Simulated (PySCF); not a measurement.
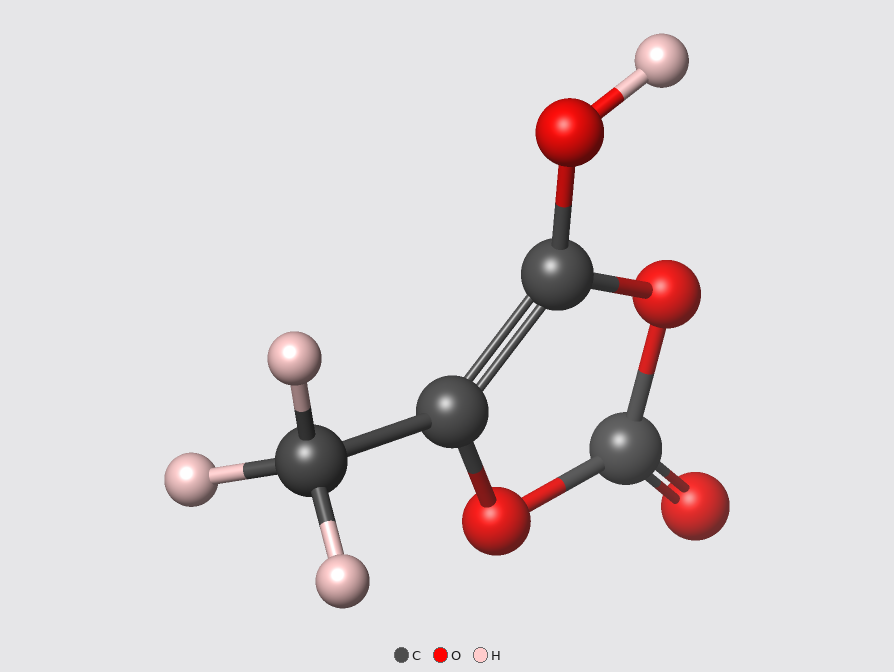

Ball-and-stick drawing of a structure. Double and triple bonds are drawn as two and three sticks.

Computed geometry: GFN2-xTB optimisation. No frequency run is at hand to confirm it as a minimum.

Describe the molecule.

The molecule is C₄H₄O₄. SMILES: `Cc1oc(=O)oc1O`. Independent rings (smallest set): 1 of 5 members, 1 of them aromatic. Among its groups: phenol. Coordination: 1 C tetrahedral; 3 C trigonal planar; 3 O bent.

The parts below concern this one geometry. Atoms keep their numbers from picture to picture.

**Shape**

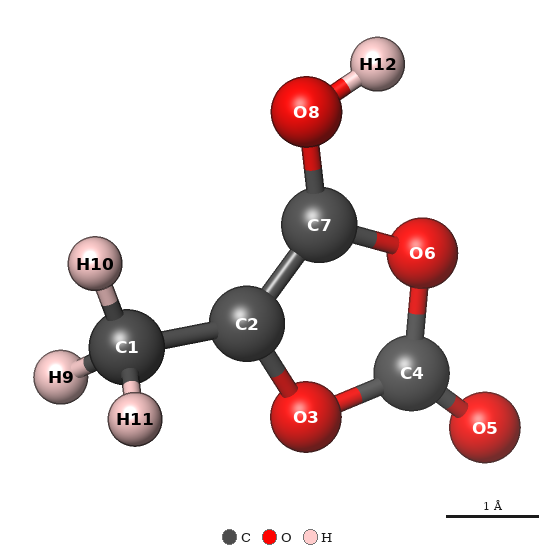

Numbered structure. No frequency run is at hand to confirm it as a minimum.

What are the angles C1–C2–O3, C1–C2–C7, C2–C1–H9, C2–C1–H10, C2–C1–H11, C2–O3–C4, C2–C7–O6, O3–C2–C7, O3–C4–O6, C4–O6–C7, O5–C4–O6, O6–C7–O8?

```csv
angle,degrees
C1–C2–O3,119.9
C1–C2–C7,133.4
C2–C1–H9,110.2
C2–C1–H10,108.8
C2–C1–H11,110.3
C2–O3–C4,108.4
C2–C7–O6,109.3
O3–C2–C7,106.7
O3–C4–O6,108.7
C4–O6–C7,106.8
O5–C4–O6,124.7
O6–C7–O8,119.2
```

**Electronic properties**

No frequency run is at hand to confirm it as a minimum. Level of theory: PBE0/def2-SVPD, gas phase (PySCF 2.14.0). Excitations: vertical, linear response.

What does the calculation give?

- dipole moment: 4.22 D
- HOMO energy (Kohn–Sham orbital): −6.61 eV
- LUMO energy (Kohn–Sham orbital): −0.13 eV
- HOMO–LUMO gap: 6.49 eV
- mean static polarisability: 60.2 bohr³
- lowest vertical singlet excitation: 5.28 eV
- its oscillator strength: 0.000
- brightest of the 6 lowest singlets: 6.95 eV
- its oscillator strength: 0.28

**Ring current**

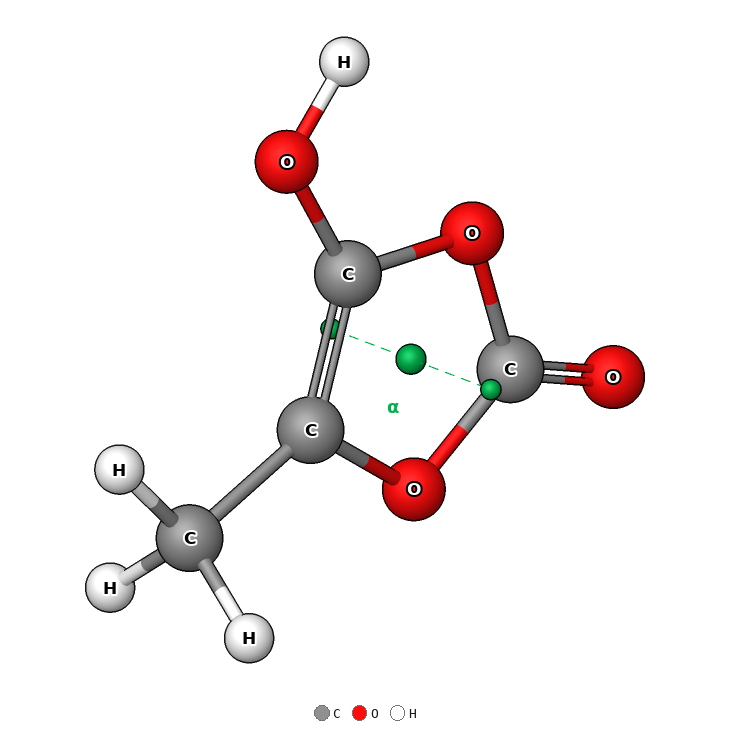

The small points mark where nucleus-independent chemical shifts (NICS) were computed: at the centre of each lettered ring and 1 Å above and below it. No frequency run is at hand to confirm it as a minimum. Level of theory: GIAO PBE0/pcSseg-1 NMR shielding, non-relativistic, gas phase (PySCF 2.14.0).

Give NICS(0), NICS(1) and the out-of-plane component NICS(1)zz for each ring (means of the two sides).

```csv
ring,members,NICS(0),NICS(1),NICS(1)zz
α,C3O2,−8.6,−4.4,−8.2
```

Values in ppm.

**Charges**

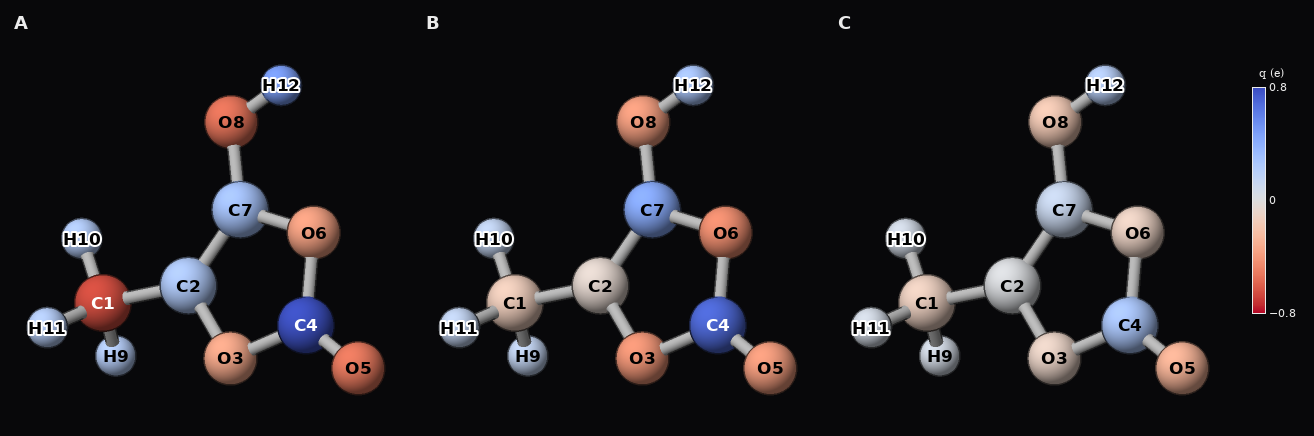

Atomic charges of one calculation by 3 schemes, on one colour scale. No frequency run is at hand to confirm it as a minimum. Computed with PBE0/pcSseg-1 (PySCF 2.14.0).

The schemes are ESP-fitted, Hirshfeld, Mulliken. Which panel shows which?

A ESP-fitted, B Mulliken, C Hirshfeld.

List the charges (e), one line for each set of equivalent atoms. Atoms whose distances differ by more than 0.02 Å in this geometry are listed apart.

```tsv
atom	ESP-fitted	Mulliken	Hirshfeld
C1	−0.65	−0.13	−0.11
C2	0.23	−0.05	0.02
O3	−0.33	−0.40	−0.09
C4	0.77	0.68	0.25
O5	−0.51	−0.38	−0.28
O6	−0.36	−0.43	−0.10
C7	0.27	0.41	0.11
O8	−0.53	−0.37	−0.17
H9	0.21	0.14	0.05
H10	0.21	0.14	0.06
H11	0.21	0.14	0.05
H12	0.47	0.26	0.20
```

**Quadrupole coupling**

No frequency run is at hand to confirm it as a minimum. Electric field gradients from the ground-state density, PBE0/pcSseg-1 (PySCF 2.14.0), non-relativistic apart from any core potentials.

Give the largest field-gradient component, the quadrupole coupling constant and the asymmetry for 17O at O3 (Q = −25.6 mb), 17O at O5 (Q = −25.6 mb), 17O at O6 (Q = −25.6 mb), 17O at O8 (Q = −25.6 mb), 2H at H9 (Q = 2.86 mb), 2H at H10 (Q = 2.86 mb).

```tsv
atom	V_zz (a.u.)	e²qQ/h (MHz)	η
O3	1.614	−9.71	0.48
O5	−1.365	8.21	0.19
O6	1.571	−9.45	0.56
O8	1.820	−10.95	0.95
H9	0.309	0.208	0.03
H10	0.315	0.211	0.04
```

Mulliken values depend strongly on the basis set and can even reverse the polarity of a bond.
